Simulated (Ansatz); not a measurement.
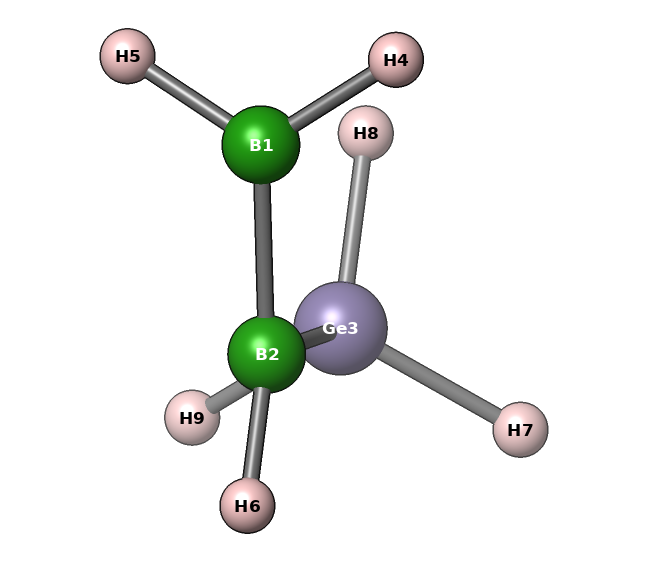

Ge3 lies behind B2. The molecule seen a little off the B2–Ge3 bond, B2 in front. Atoms fade into the background with distance from the viewer. The computed structure is the end point of a PBE-D4/def2-SVP optimisation. No frequency run is at hand to confirm it as a minimum.

What is the torsion angle B1–B2–Ge3–H7? The sign is positive where the front bond must turn clockwise to cover the back bond.

122°, anticlinal.
